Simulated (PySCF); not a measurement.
```xyz
7

C     1.6998    0.0952   -0.0917
C     0.5033    0.0266   -0.0325
C    -0.9418   -0.0595    0.0399
H     2.7608    0.1551   -0.1438
H    -1.3190   -0.8336   -0.6322
H    -1.4032    0.8892   -0.2443
H    -1.2661   -0.3026    1.0543
```

Geometry: PBE0-D3(BJ)/def2-TZVP.

All numbers below come from PBE0/pcSseg-2, SCF density, gas phase, non-relativistic (PySCF 2.14.0).

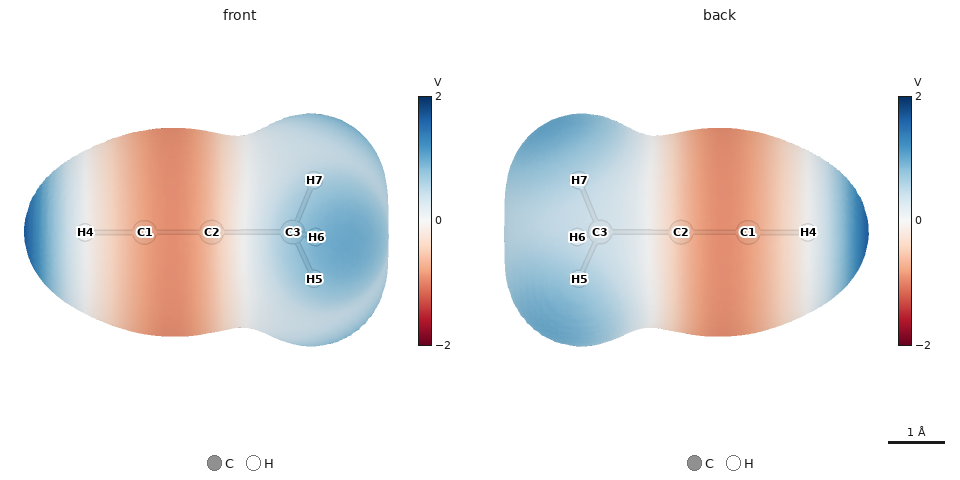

C₃H₄ (SMILES C#CC). The electrostatic potential painted on the density surface at 0.002 e/bohr³, seen from the front and from behind; the colour scale runs from red (negative) to blue (positive).

Question: Describe the electrostatic potential map.

Answer: The most negative region (about −0.9 V) lies over C1 and C2, the most positive (about +1.6 V) over H4.
